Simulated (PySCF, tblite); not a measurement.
# C₄H₁₃NSi₂: a rotation path, then NMR shifts on frames

Aim: move C₄H₁₃NSi₂ (`[SiH3]C[SiH2]NC1CC1`) away from its starting geometry and see how NMR shifts follow the geometry.

The runs use tblite 0.8.0 and PySCF 2.14.0, with density-fitted response routines of our own; the level of theory stands in each step. All values are computed, except where a source is named. Atoms are numbered from 0 throughout.

### 1 The starting structure

20 atoms, charge 0, multiplicity 1; geometry from: GFN2-xTB.

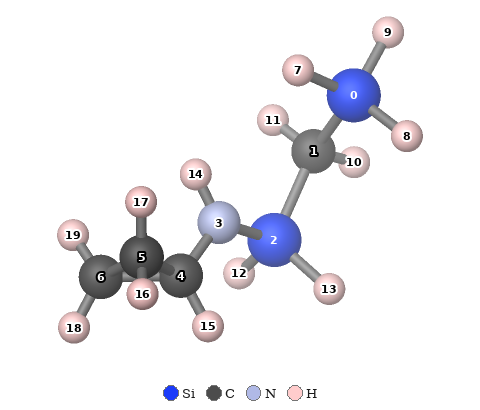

The starting geometry (silicon blue, carbon dark grey, nitrogen light blue, hydrogen pink), atoms numbered; sticks join atoms by distance.

### 2 A band between two rotamers with GFN2-xTB

The job: settings as JSON, then the geometry in Å.

```
{"job": {"kind": "neb", "xc": "GFN2-xTB", "basis": "xTB", "atoms": [0, 1, 2, 3], "turn": 120}, "charge": 0, "multiplicity": 1}
Si     3.002972     0.705929    -0.371563
C      2.234496    -0.992434    -0.714614
Si     0.617008    -1.377645     0.196372
N     -0.420535    -0.038318    -0.075949
C     -1.724143     0.080395     0.474113
C     -2.485131     1.363038     0.341612
C     -2.942561     0.136465    -0.402632
H      2.153809     1.770016    -0.918720
H      3.185429     0.910525     1.066041
H      4.311195     0.795390    -1.033961
H      2.950311    -1.766669    -0.441425
H      2.079079    -1.101830    -1.788043
H      0.083838    -2.669983    -0.279788
H      0.816270    -1.473078     1.647197
H     -0.312240     0.509622    -0.915626
H     -1.806447    -0.465355     1.404463
H     -3.073528     1.708990     1.177485
H     -2.034015     2.159958    -0.231070
H     -3.843104    -0.358474    -0.074164
H     -2.797848     0.114136    -1.472461
```

Level: GFN2-xTB climbing-image nudged elastic band, gas phase.

On the command line:

```
OMP_NUM_THREADS=1 python probes_run.py task.json out
```

This one command runs all jobs of the session in turn.

The log of the run:

```text
image   E - E0 / eV
  0       0.0000
  1       0.0046
  2       0.0205
  3       0.0398
  4       0.0523
  5       0.0518
  6       0.0399
  7       0.0251
  8       0.0137
```

Wall time 3.8 s (1 thread of Arm Neoverse V1, shared host); peak memory 0.19 GiB.

The final band, with the dihedral Si0–C1–Si2–N3:

```csv
image,dihedral (°),energy (eV),energy (kcal/mol)
0,50,0.000,0.0
1,65,0.005,0.1
2,80,0.020,0.5
3,95,0.040,0.9
4,111,0.052,1.2
5,126,0.052,1.2
6,141,0.040,0.9
7,156,0.025,0.6
8,170,0.014,0.3
```

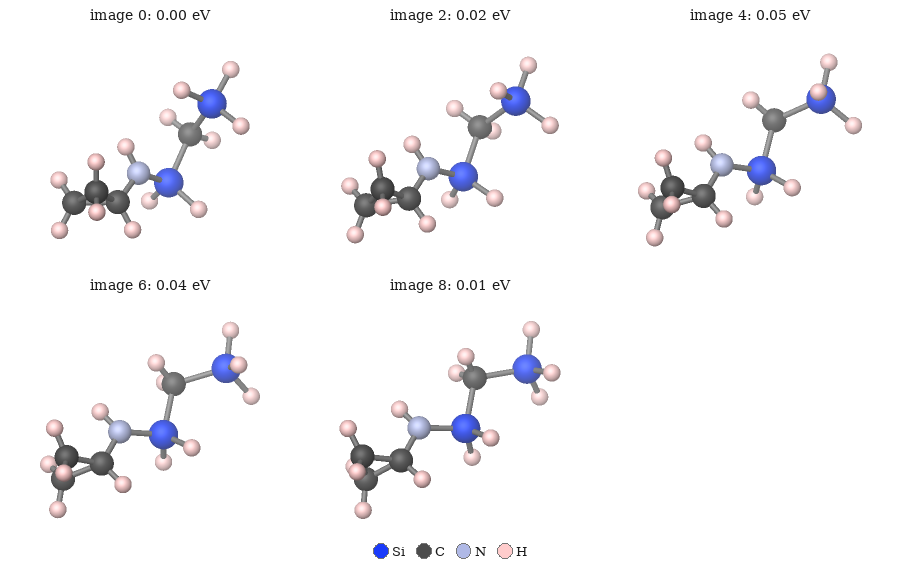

Images along the band.

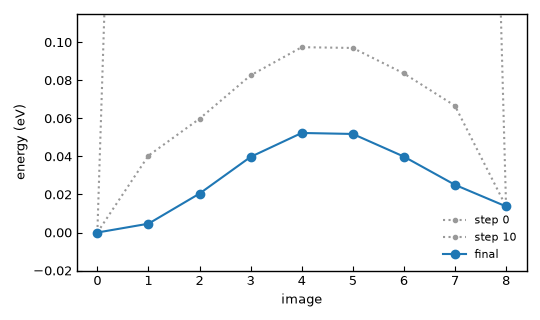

Energy along the band, early and final.

### 3 Nuclear shieldings: image 0, PBE0/pcSseg-1

The job: settings as JSON, then the geometry in Å.

```
{"job": {"kind": "nmr", "xc": "PBE0", "basis": "pcSseg-1", "pop": false}, "charge": 0, "multiplicity": 1}
Si     3.003000     0.705900    -0.371600
C      2.234500    -0.992400    -0.714600
Si     0.617000    -1.377600     0.196400
N     -0.420500    -0.038300    -0.075900
C     -1.724100     0.080400     0.474100
C     -2.485100     1.363000     0.341600
C     -2.942600     0.136500    -0.402600
H      2.153800     1.770000    -0.918700
H      3.185400     0.910500     1.066000
H      4.311200     0.795400    -1.034000
H      2.950300    -1.766700    -0.441400
H      2.079100    -1.101800    -1.788000
H      0.083800    -2.670000    -0.279800
H      0.816300    -1.473100     1.647200
H     -0.312200     0.509600    -0.915600
H     -1.806400    -0.465400     1.404500
H     -3.073500     1.709000     1.177500
H     -2.034000     2.160000    -0.231100
H     -3.843100    -0.358500    -0.074200
H     -2.797800     0.114100    -1.472500
```

Level: GIAO PBE0/pcSseg-1 NMR shielding, non-relativistic, gas phase.

The log of the run:

```text
coarse grid: 16720 points
cycle   1  E = -793.3166077465  dE =  6.243e-01  |g| = 5.014e-01  |ddm| = 3.924e+00
cycle   2  E = -793.2926207922  dE =  2.399e-02  |g| = 5.962e-01  |ddm| = 1.020e+00
cycle   3  E = -793.3776322011  dE = -8.501e-02  |g| = 5.870e-02  |ddm| = 6.253e-01
cycle   4  E = -793.3782283839  dE = -5.962e-04  |g| = 2.965e-02  |ddm| = 8.602e-02
cycle   5  E = -793.3784203320  dE = -1.919e-04  |g| = 6.648e-03  |ddm| = 3.043e-02
cycle   6  E = -793.3784301505  dE = -9.818e-06  |g| = 1.407e-03  |ddm| = 7.784e-03
final grid: 149512 points
cycle   7  E = -793.4169047816  dE = -3.468e-05  |g| = 8.518e-03  |ddm| = 2.847e-02
cycle   8  E = -793.4168945612  dE =  1.022e-05  |g| = 1.070e-02  |ddm| = 1.807e-02
cycle   9  E = -793.4169231472  dE = -2.859e-05  |g| = 6.087e-04  |ddm| = 1.014e-02
cycle  10  E = -793.4169232093  dE = -6.206e-08  |g| = 2.844e-04  |ddm| = 7.664e-04
cycle  11  E = -793.4169232264  dE = -1.717e-08  |g| = 4.836e-05  |ddm| = 2.560e-04
cycle  12  E = -793.4169232269  dE = -4.356e-10  |g| = 1.773e-05  |ddm| = 6.269e-05
converged SCF energy = -793.4169232269

GIAO shielding tensors (ppm)
atom      isotropic    diamagn.    paramagn.     s11        s22        s33       span
  0 Si     423.835     879.809    -455.974    397.896    406.788    466.822     68.926
  1 C      198.978     258.233     -59.255    190.742    197.847    208.343     17.601
  2 Si     383.670     882.237    -498.568    354.232    357.904    438.873     84.640
  3 N      227.799     326.397     -98.598    174.992    220.761    287.643    112.651
  4 C      156.516     237.500     -80.985    116.874    142.275    210.398     93.525
  5 C      178.404     253.899     -75.495    145.414    174.107    215.692     70.278
  6 C      176.737     256.581     -79.844    141.590    172.962    215.660     74.070
  7 H       27.853      30.483      -2.630     23.640     27.838     32.081      8.441
  8 H       27.764      29.498      -1.734     24.464     26.031     32.796      8.331
  9 H       27.645      28.366      -0.721     23.956     25.251     33.730      9.774
 10 H       32.074      29.575       2.499     26.651     28.694     40.877     14.226
 11 H       31.752      32.484      -0.732     27.264     28.953     39.039     11.775
 12 H       26.457      30.586      -4.129     22.411     24.931     32.029      9.619
 13 H       26.860      31.462      -4.603     23.885     25.147     31.547      7.662
 14 H       32.761      37.891      -5.129     22.865     34.459     40.959     18.094
 15 H       29.669      30.207      -0.538     22.708     29.121     37.179     14.471
 16 H       31.094      30.108       0.986     25.219     26.737     41.327     16.108
 17 H       31.577      31.800      -0.224     26.390     29.415     38.924     12.534
 18 H       31.158      30.503       0.655     25.432     26.729     41.313     15.881
 19 H       31.766      32.094      -0.328     26.655     29.635     39.008     12.353
```

Run time: 39 s. Hardware: 1 thread of Arm Neoverse V1, shared host; peak memory 0.89 GiB.

The references, computed at this level on geometries of the same kind, shield at (ppm): ¹H TMS 31.72, ¹³C TMS 186.9, ²⁹Si TMS 349.2, ¹⁵N NH3 267.7. Their shielding less the atom's gives the shift. The references are single molecules in the gas phase, so shifts against H2O, NH3, PH3, H3PO4 or CFCl3 are not on the usual liquid scales and can be off by tens of ppm. Each atom is listed at this fixed geometry, with no averaging over motion; a spectrum would average atoms that exchange fast.

```csv
atoms,environment,σ (ppm),δ (ppm)
C4,three-membered-ring carbon,156.5,30.4
C6,three-membered-ring carbon,176.7,10.2
C5,three-membered-ring carbon,178.4,8.5
C1,sp3 CH2 bonded to 2 Si,199.0,-12.1
H12,"hydrogen on a silicon bonded to C, N",26.46,5.26
H13,"hydrogen on a silicon bonded to C, N",26.86,4.86
H9,hydrogen on a silicon bonded to C,27.65,4.07
H8,hydrogen on a silicon bonded to C,27.76,3.95
H7,hydrogen on a silicon bonded to C,27.85,3.86
H15,hydrogen on a three-membered-ring carbon,29.67,2.05
H16,hydrogen on a three-membered-ring carbon,31.09,0.62
H18,hydrogen on a three-membered-ring carbon,31.16,0.56
H17,hydrogen on a three-membered-ring carbon,31.58,0.14
H11,hydrogen on an sp3 CH2 bonded to 2 Si,31.75,-0.04
H19,hydrogen on a three-membered-ring carbon,31.77,-0.05
H10,hydrogen on an sp3 CH2 bonded to 2 Si,32.07,-0.36
H14,"hydrogen on a nitrogen bonded to C, Si",32.76,-1.04
Si2,"silicon bonded to C, N, 2 H",383.7,-34.5
Si0,"silicon bonded to C, 3 H",423.8,-74.7
N3,"nitrogen bonded to C, Si, H",227.8,39.9
```

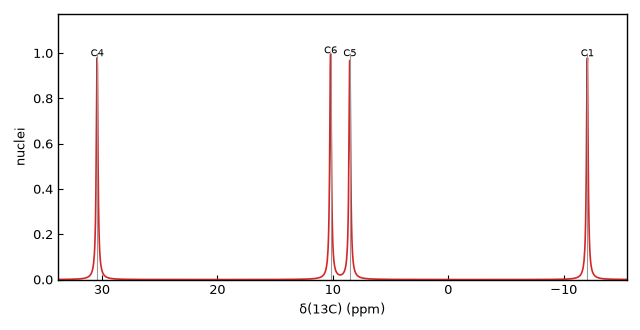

¹³C lines at the computed shifts, without couplings. Lines are broadened to a width of 0.17 ppm (Lorentzian).

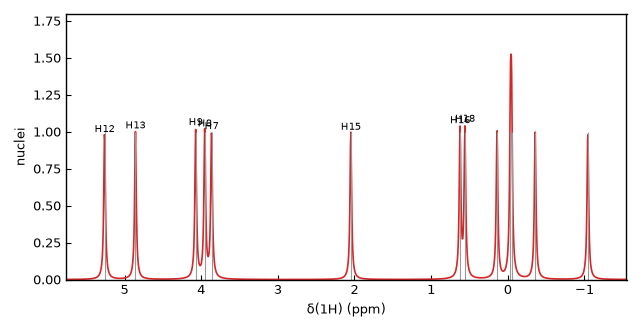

¹H lines at the computed shifts, without couplings. Lines are broadened to a width of 0.03 ppm (Lorentzian).

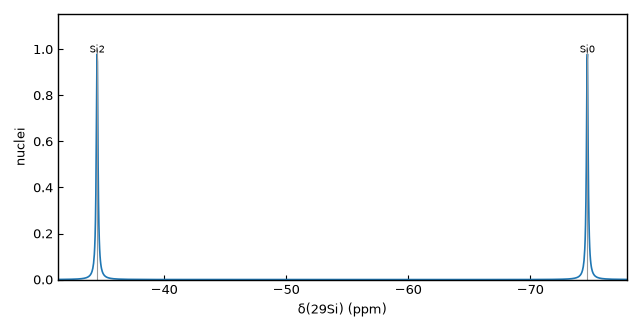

²⁹Si lines at the computed shifts, without couplings. Lines are broadened to a width of 0.16 ppm (Lorentzian).

Ring of atoms C4, C5, C6: NICS(0) -40.7, NICS(1) -8.2, NICS(1)zz -20.5 ppm (means of both faces).

The two faces differ (NICS(1)zz -23.3 and -17.6 ppm).

In rings of three or four atoms NICS is ruled by the nearby σ bonds, so it says little on aromaticity.

Orbitals, density, ELF and potential are computed afterwards from the orbital file.

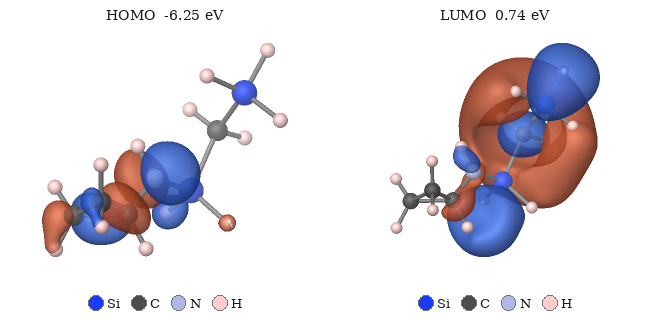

PBE0/pcSseg-1 orbitals near the gap, drawn at the value that encloses 70 % of each; the two colours are the two signs.

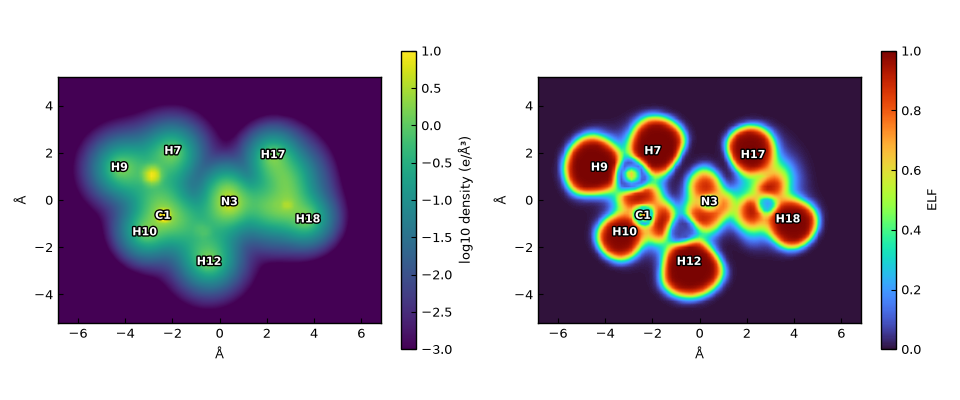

Density (left) and ELF (right) in a plane through or near 8 of the atoms.

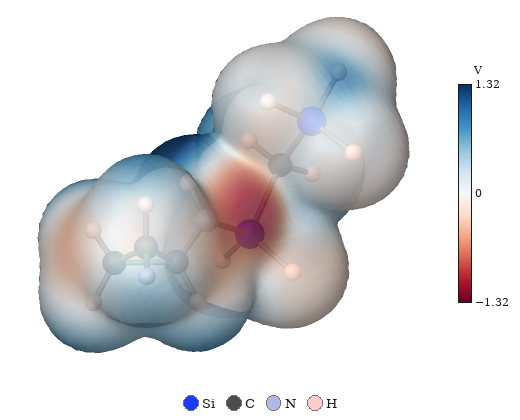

The potential that a unit positive charge feels on the 0.002 e/bohr³ surface, from the 1st to the 99th percentile, from -0.97 V near N3 to 1.32 V near H14.

### 4 NMR shieldings: image 2, PBE0/pcSseg-1

The job: settings as JSON, then the geometry in Å.

```
{"job": {"kind": "nmr", "xc": "PBE0", "basis": "pcSseg-1", "pop": false}, "charge": 0, "multiplicity": 1}
Si     3.326100     0.547400    -0.212700
C      2.169100    -0.819800    -0.832100
Si     0.641300    -1.167700     0.236500
N     -0.515400     0.041100    -0.155800
C     -1.796400     0.137400     0.451600
C     -2.676400     1.316400     0.173200
C     -3.061700    -0.045100    -0.340200
H      2.664400     1.853100    -0.254500
H      3.764800     0.261300     1.154700
H      4.513800     0.593400    -1.075900
H      2.738400    -1.745900    -0.898700
H      1.860900    -0.585700    -1.851200
H      0.177400    -2.548400    -0.010800
H      0.934300    -1.033300     1.668100
H     -0.507500     0.451400    -1.077100
H     -1.777800    -0.262000     1.456600
H     -3.247600     1.744600     0.982100
H     -2.334800     2.046800    -0.545200
H     -3.899500    -0.546100     0.119800
H     -2.978800    -0.228300    -1.401400
```

Level: GIAO PBE0/pcSseg-1 NMR shielding, non-relativistic, gas phase.

The log of the run:

```text
coarse grid: 16720 points
cycle   1  E = -793.3148801480  dE =  6.186e-01  |g| = 5.025e-01  |ddm| = 3.921e+00
cycle   2  E = -793.2909521114  dE =  2.393e-02  |g| = 5.971e-01  |ddm| = 1.026e+00
cycle   3  E = -793.3761539851  dE = -8.520e-02  |g| = 5.834e-02  |ddm| = 6.342e-01
cycle   4  E = -793.3767516883  dE = -5.977e-04  |g| = 2.933e-02  |ddm| = 8.767e-02
cycle   5  E = -793.3769390846  dE = -1.874e-04  |g| = 6.703e-03  |ddm| = 3.022e-02
cycle   6  E = -793.3769491283  dE = -1.004e-05  |g| = 1.385e-03  |ddm| = 7.721e-03
cycle   7  E = -793.3769495786  dE = -4.503e-07  |g| = 4.194e-04  |ddm| = 1.685e-03
final grid: 149512 points
cycle   8  E = -793.4154805803  dE = -3.495e-05  |g| = 8.188e-03  |ddm| = 2.574e-02
cycle   9  E = -793.4154716322  dE =  8.948e-06  |g| = 1.028e-02  |ddm| = 1.805e-02
cycle  10  E = -793.4154972389  dE = -2.561e-05  |g| = 7.040e-04  |ddm| = 1.013e-02
cycle  11  E = -793.4154973286  dE = -8.961e-08  |g| = 2.919e-04  |ddm| = 8.958e-04
cycle  12  E = -793.4154973468  dE = -1.822e-08  |g| = 4.918e-05  |ddm| = 2.656e-04
cycle  13  E = -793.4154973473  dE = -4.900e-10  |g| = 1.447e-05  |ddm| = 6.405e-05
converged SCF energy = -793.4154973473

GIAO shielding tensors (ppm)
atom      isotropic    diamagn.    paramagn.     s11        s22        s33       span
  0 Si     421.054     879.222    -458.167    390.732    404.046    468.384     77.652
  1 C      199.208     258.413     -59.205    184.861    199.274    213.490     28.629
  2 Si     382.019     882.493    -500.474    350.075    359.882    436.100     86.024
  3 N      229.865     326.361     -96.496    171.478    223.462    294.654    123.176
  4 C      156.389     236.772     -80.382    116.266    142.401    210.502     94.236
  5 C      178.370     254.281     -75.911    144.929    174.303    215.879     70.949
  6 C      176.970     256.496     -79.526    141.822    173.294    215.793     73.971
  7 H       27.681      29.502      -1.821     23.717     27.070     32.257      8.540
  8 H       27.754      28.753      -0.999     24.386     25.965     32.910      8.525
  9 H       27.575      27.935      -0.361     23.850     25.269     33.606      9.756
 10 H       32.044      30.139       1.905     26.227     29.146     40.759     14.533
 11 H       32.085      33.739      -1.654     27.328     30.138     38.790     11.462
 12 H       26.464      30.896      -4.433     22.365     25.103     31.923      9.558
 13 H       26.882      31.960      -5.079     24.157     25.304     31.184      7.027
 14 H       32.873      37.654      -4.780     22.971     34.606     41.043     18.072
 15 H       29.675      30.151      -0.476     22.708     29.176     37.141     14.433
 16 H       31.103      30.088       1.015     25.247     26.760     41.302     16.055
 17 H       31.620      31.762      -0.142     26.467     29.388     39.005     12.538
 18 H       31.167      30.438       0.729     25.455     26.764     41.282     15.826
 19 H       31.759      32.001      -0.242     26.723     29.525     39.030     12.308
```

It took 29 s on 1 thread of Arm Neoverse V1, shared host; peak memory 0.91 GiB.

In short: δ C4 30.5, C6 10.0, C5 8.6, C1 -12.3, H12 5.25, H13 4.84 ppm.

### 5 Nuclear shieldings: image 4, PBE0/pcSseg-1

The job: settings as JSON, then the geometry in Å.

```
{"job": {"kind": "nmr", "xc": "PBE0", "basis": "pcSseg-1", "pop": false}, "charge": 0, "multiplicity": 1}
Si     3.613400     0.308100    -0.127500
C      2.121600    -0.575600    -0.891300
Si     0.671700    -0.906700     0.290800
N     -0.609800     0.122900    -0.214100
C     -1.875700     0.185400     0.428400
C     -2.870300     1.232900     0.032000
C     -3.138500    -0.214600    -0.282200
H      3.263200     1.670800     0.276600
H      4.100300    -0.436100     1.035700
H      4.693200     0.370700    -1.120400
H      2.461600    -1.530500    -1.290200
H      1.782600     0.004200    -1.749700
H      0.334200    -2.344100     0.257500
H      0.971800    -0.541400     1.680300
H     -0.676000     0.390400    -1.184200
H     -1.792400    -0.072400     1.475400
H     -3.457500     1.712200     0.799400
H     -2.620800     1.887600    -0.789900
H     -3.910900    -0.723300     0.273400
H     -3.066800    -0.529800    -1.312700
```

Method: GIAO PBE0/pcSseg-1 NMR shielding, non-relativistic, gas phase.

The log of the run:

```text
coarse grid: 16720 points
cycle   1  E = -793.3129869561  dE =  6.185e-01  |g| = 5.029e-01  |ddm| = 3.923e+00
cycle   2  E = -793.2886403360  dE =  2.435e-02  |g| = 5.989e-01  |ddm| = 1.048e+00
cycle   3  E = -793.3743712711  dE = -8.573e-02  |g| = 5.911e-02  |ddm| = 6.520e-01
cycle   4  E = -793.3749877935  dE = -6.165e-04  |g| = 2.969e-02  |ddm| = 8.985e-02
cycle   5  E = -793.3751799180  dE = -1.921e-04  |g| = 6.707e-03  |ddm| = 3.079e-02
cycle   6  E = -793.3751900467  dE = -1.013e-05  |g| = 1.377e-03  |ddm| = 7.919e-03
cycle   7  E = -793.3751904874  dE = -4.407e-07  |g| = 4.250e-04  |ddm| = 1.689e-03
final grid: 149512 points
cycle   8  E = -793.4142166726  dE = -3.356e-05  |g| = 8.419e-03  |ddm| = 2.657e-02
cycle   9  E = -793.4142073466  dE =  9.326e-06  |g| = 1.053e-02  |ddm| = 1.862e-02
cycle  10  E = -793.4142342421  dE = -2.690e-05  |g| = 7.271e-04  |ddm| = 1.055e-02
cycle  11  E = -793.4142343406  dE = -9.849e-08  |g| = 2.923e-04  |ddm| = 9.523e-04
cycle  12  E = -793.4142343588  dE = -1.816e-08  |g| = 5.153e-05  |ddm| = 2.694e-04
cycle  13  E = -793.4142343593  dE = -5.564e-10  |g| = 1.434e-05  |ddm| = 6.576e-05
converged SCF energy = -793.4142343593

GIAO shielding tensors (ppm)
atom      isotropic    diamagn.    paramagn.     s11        s22        s33       span
  0 Si     421.618     878.763    -457.145    393.400    404.803    466.650     73.250
  1 C      200.701     259.321     -58.620    182.807    204.017    215.278     32.471
  2 Si     382.440     882.838    -500.398    346.249    363.199    437.872     91.622
  3 N      228.000     325.905     -97.905    166.200    219.359    298.441    132.241
  4 C      156.436     236.098     -79.662    116.238    142.621    210.449     94.211
  5 C      178.251     254.901     -76.649    144.707    174.235    215.812     71.105
  6 C      176.916     256.423     -79.508    141.810    173.222    215.716     73.906
  7 H       27.696      28.864      -1.169     24.034     26.480     32.574      8.540
  8 H       27.822      28.222      -0.401     24.369     26.054     33.042      8.673
  9 H       27.574      27.595      -0.021     23.808     25.282     33.633      9.825
 10 H       31.768      31.242       0.526     26.066     29.256     39.983     13.917
 11 H       32.285      34.695      -2.409     26.809     30.974     39.073     12.264
 12 H       26.531      31.297      -4.766     22.595     25.216     31.781      9.186
 13 H       26.987      32.300      -5.312     23.813     25.974     31.176      7.363
 14 H       32.873      37.311      -4.438     22.811     34.741     41.066     18.255
 15 H       29.680      30.048      -0.367     22.720     29.244     37.077     14.357
 16 H       31.113      30.075       1.038     25.237     26.786     41.316     16.079
 17 H       31.625      31.694      -0.069     26.447     29.399     39.030     12.582
 18 H       31.162      30.420       0.742     25.465     26.759     41.261     15.796
 19 H       31.753      31.976      -0.223     26.764     29.494     39.002     12.237
```

Run time: 28 s. Hardware: 1 thread of Arm Neoverse V1, shared host; peak memory 0.91 GiB.

In short: δ C4 30.5, C6 10.0, C5 8.7, C1 -13.8, H12 5.19, H13 4.73 ppm.

(Part 1 of 2 ends here.)
